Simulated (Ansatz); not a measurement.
# C2H6GeS: the cost of one run

All numbers are computed with Ansatz 0.2.0 through its Python package. Level of theory: PBE0/cc-pVDZ.

### Step 1. Starting point

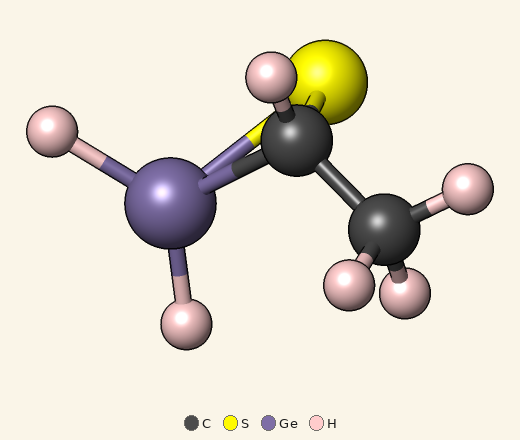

The starting structure, viewed from a chosen angle; carbon dark grey, sulfur yellow, germanium purple, hydrogen pink.

The script holds or builds the structure itself.

### Step 2. The code

Contents of energy.py:

```python
"""Single point of C2H6GeS."""

from pathlib import Path
import json

import ansatz
from ase import Atoms


def main() -> None:
    atoms = Atoms(["C", "C", "S", "Ge", "H", "H", "H", "H", "H", "H"], positions=[
        [-0.6573, 0.2463, -1.0916],
        [-0.3915, -0.5582, 0.1209],
        [0.9758, -1.6289, -0.1309],
        [1.0199, 0.22, 1.2492],
        [-1.243, -0.3365, -1.8667],
        [-1.3578, 1.1546, -0.8071],
        [0.2441, 0.6969, -1.5691],
        [-1.2054, -1.0066, 0.6436],
        [0.9138, -0.2056, 2.7831],
        [1.7847, 1.367, 0.6716],
    ])
    molecule = ansatz.Crystal.molecule_from_ase(atoms)

    calc = (
        molecule.calculation()
        .basis(gaussian="cc-pVDZ")
        .functional("pbe0")
        .orbitals()
    )
    done = calc.run(threads=1, backend="cpu", runs_dir="out")
    summary = done.report

    print(f"E = {summary['free_energy_ev']:.6f} eV = {summary['free_energy_ev'] / 27.211386246:.7f} Ha")
    print("converged:", summary["converged"], " doubts:", summary["published_state_doubts"] or "none")

    lines = Path(summary["orbitals_path"]).read_text().splitlines()
    field_of = lambda key: [line.split("=")[1].strip() for line in lines if line.startswith(key)]
    orbitals = [(27.211386 * float(e), s, float(n)) for e, s, n in zip(field_of("Ene="), field_of("Spin="), field_of("Occup="))]
    homo = max(e for e, _, n in orbitals if n > 0.5)
    lumo = min(e for e, _, n in orbitals if n < 0.5)
    print(f"HOMO {homo:.3f} eV, LUMO {lumo:.3f} eV, gap {lumo - homo:.3f} eV")
    with open("c2h6ges.json", "w") as handle:
        json.dump({k: summary[k] for k in ("free_energy_ev", "reference_energy_ev", "n_occupied", "n_virtual")}, handle, indent=1)


if __name__ == "__main__":
    main()
```

### Step 3. What the engine is handed

The engine receives this input:

```yaml
crystal:
  periodic: [false, false, false]
  atoms:
    - { symbol: C, position_ang: [-0.6573, 0.2463, -1.0916] }
    - { symbol: C, position_ang: [-0.3915, -0.5582, 0.1209] }
    - { symbol: S, position_ang: [0.9758, -1.6289, -0.1309] }
    - { symbol: Ge, position_ang: [1.0199, 0.22, 1.2492] }
    - { symbol: H, position_ang: [-1.243, -0.3365, -1.8667] }
    - { symbol: H, position_ang: [-1.3578, 1.1546, -0.8071] }
    - { symbol: H, position_ang: [0.2441, 0.6969, -1.5691] }
    - { symbol: H, position_ang: [-1.2054, -1.0066, 0.6436] }
    - { symbol: H, position_ang: [0.9138, -0.2056, 2.7831] }
    - { symbol: H, position_ang: [1.7847, 1.367, 0.6716] }
basis:
  gaussian:
    orbitals: cc-pVDZ
hamiltonian:
  xc: pbe0
output:
  orbitals: {}
```

### Step 4. Launch

The run is started by

```
$ python energy.py
```

What time and memory should one allow on 1 thread of Arm Neoverse V1, shared host?

About 5.9 s, with a peak of 0.3 GiB.
